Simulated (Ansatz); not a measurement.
# C5H3BF6O4: the cost of one run

Computed with Ansatz 0.2.0, Gaussian basis. Level: one geometry, several basis sets.

Plan: PBE0-D4/def2-SVP; ωB97M-V/def2-SVP; PBE0-D4/def2-QZVPP; ωB97M-V/def2-QZVPP; the functionals' def2-TZVPP values are taken from earlier runs.

**1. Structure used throughout**

The geometry comes from an earlier relaxation with PBE0-D4 in a triple-zeta def2 set; it is a stationary point, not always the lowest conformer.

SMILES `O[B-]1(O)OC(C(F)(F)F)=CC(C(F)(F)F)=[O+]1`, 19 atoms, charge 0, spin multiplicity 1.

Atoms are counted from 1 here; the program's logs count them from 0.

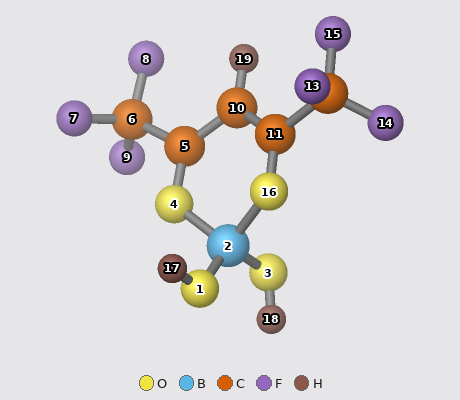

The geometry (oxygen yellow, boron blue, carbon orange, fluorine purple, hydrogen brown); atoms are numbered from 1 in the order of the file.

**2. PBE0-D4 in def2-SVP**

Contents of in.yaml:

```yaml
crystal:
  periodic: [false, false, false]
  atoms:
    - {symbol: O, position_ang: [1.374333, -0.267076, 2.632226]}
    - {symbol: B, position_ang: [0.396339, -0.501196, 1.679480]}
    - {symbol: O, position_ang: [-0.630313, -1.369307, 2.024908]}
    - {symbol: O, position_ang: [-0.266084, 0.848262, 1.217756]}
    - {symbol: C, position_ang: [-0.710964, 1.009747, 0.048872]}
    - {symbol: C, position_ang: [-1.572221, 2.261849, -0.122248]}
    - {symbol: F, position_ang: [-0.853638, 3.346128, 0.156450]}
    - {symbol: F, position_ang: [-2.026134, 2.369798, -1.369251]}
    - {symbol: F, position_ang: [-2.612098, 2.219844, 0.700358]}
    - {symbol: C, position_ang: [-0.422205, 0.185401, -1.025096]}
    - {symbol: C, position_ang: [0.530050, -0.789833, -0.783434]}
    - {symbol: C, position_ang: [1.112199, -1.628356, -1.922198]}
    - {symbol: F, position_ang: [2.414887, -1.385813, -2.041285]}
    - {symbol: F, position_ang: [0.942838, -2.920433, -1.674530]}
    - {symbol: F, position_ang: [0.525486, -1.341679, -3.082491]}
    - {symbol: O, position_ang: [1.034040, -1.036937, 0.345842]}
    - {symbol: H, position_ang: [2.066865, 0.336378, 2.362732]}
    - {symbol: H, position_ang: [-0.521864, -1.704407, 2.916254]}
    - {symbol: H, position_ang: [-0.823317, 0.363331, -2.007945]}
basis:
  gaussian: {orbitals: def2-SVP}
hamiltonian: {xc: pbe0, dispersion: d4}
output: {orbitals: {seedname: orbitals}}
```

Started as:

```console
$ ansatz run in.yaml --threads 11 --pin off --events-out ev --progress --plain --max-ram 166912MiB --backend cpu
```

**Question.** How long does this run take on 11 threads of AMD EPYC 7R13, shared host, and how much memory does it need?

About 3.8 s, with a peak of 1.3 GiB.
